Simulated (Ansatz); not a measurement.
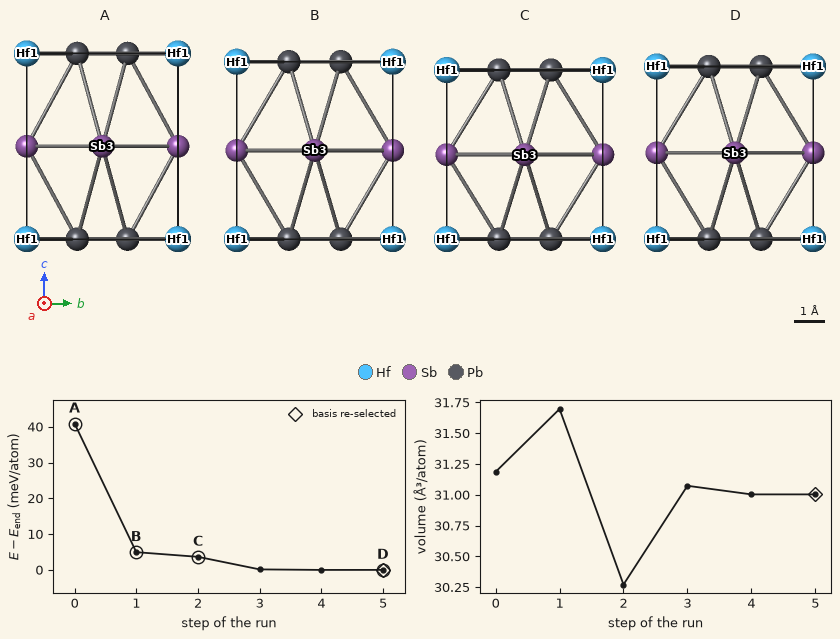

Frames of a relaxation of crystalline HfSb₃Pb₂ (a generated structure, set up in P6/mmm), marked on the history of the run. A ball-and-stick model of the cell of the calculation, seen along the a axis.

Computed with DFT PBE, scalar-relativistic, plane waves, PAW (Ansatz 0.2.0).

The input:
```yaml
crystal:
  lattice:
    - [5.878007763, 0.0, 0.0]
    - [-2.9390038815, 5.0905040464, 0.0]
    - [0.0, 0.0, 6.253612208]
  atoms:
    - { symbol: Hf, position: [0.0, 0.0, 0.0] }
    - { symbol: Sb, position: [0.5, 0.0, 0.5] }
    - { symbol: Sb, position: [0.0, 0.5, 0.5] }
    - { symbol: Sb, position: [0.5, 0.5, 0.5] }
    - { symbol: Pb, position: [0.3333333333, 0.6666666667, 0.0] }
    - { symbol: Pb, position: [0.6666666667, 0.3333333333, 0.0] }
basis:
  ecutwfc: 420
kpoints:
  mp_grid: { grid: [6, 6, 6] }
hamiltonian:
  xc: pbe
scf:
  occupations: { method: gaussian, width: 0.1 }
output:
  forces: true
  stress: true
  eigenvalues: true
relax:
  adjacent_minimum: "off"
  f_tol: 0.01
  max_steps: 80
  cell: { stress_tol: 0.05 }
```

Command:
```bash
ansatz run input.yaml --threads 1 --pin off --max-ram 2048MiB --backend cpu --events-out ev --progress --plain --runs-dir out
```

Describe the path.

The energy falls by 40.9 meV per atom in 4 accepted moves (5 points after the start). All forces vanish by symmetry, so only the cell relaxes. The pressure goes from 0.98 to −0.01 GPa. The SCF was repeated once at an unchanged geometry on a basis and grid sized afresh for the cell, which shifted the energy by less than 0.05 meV per atom at most. The atoms keep their places relative to the cell (all moves are under 0.005 Å). The drawn cell changes as follows: a = b 5.878 → 6.078 Å (+3.4 %), c 6.254 → 5.814 Å (−7.0 %); the volume changes by −0.6 %. Near-neighbour distances that change, for instance: Sb2–Pb5 3.558 → 3.396 Å, Hf1–Pb5 3.394 → 3.509 Å, Pb5–Pb6 3.394 → 3.509 Å, Sb2–Sb3 2.939 → 3.039 Å. The space group stays P6/mmm (No. 191). From step 0 to 1: volume +1.6 %, energy −35.9 meV per atom. From step 1 to 2: volume −4.5 %, energy −1.3 meV per atom. From step 2 to 5: volume +2.4 %, energy −3.7 meV per atom.

```csv
step,"E − E(0), meV/atom","pressure, GPa","volume, Å³/atom",note
0,0.00,0.98,31.187,
1,-35.91,-0.79,31.697,
2,-37.22,1.12,30.272,
3,-40.73,-0.09,31.074,
4,-40.87,-0.01,31.004,
5,-40.87,-0.01,31.004,"same geometry, new basis"
```
